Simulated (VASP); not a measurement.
Band structure of Sb (space group I4/mcm). Calculation: LDA (Ceperley-Alder, Perdew-Zunger) with spin-orbit coupling, VASP's LDA PAW potentials (set 64) (plane waves; VASP).

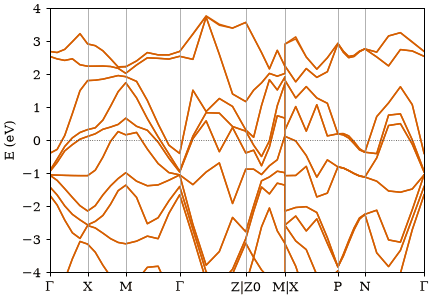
Bands along high-symmetry lines, zero at the valence-band maximum or, without a gap, the Fermi level

Question: Read the plot: is there a gap, and where are the band edges?

Answer: It has no gap at this level: it comes out as a metal or semimetal.

The structure comes from a computed database's Sb entry (I4/mcm); how it stands against other phases isn't given here. It was relaxed first.
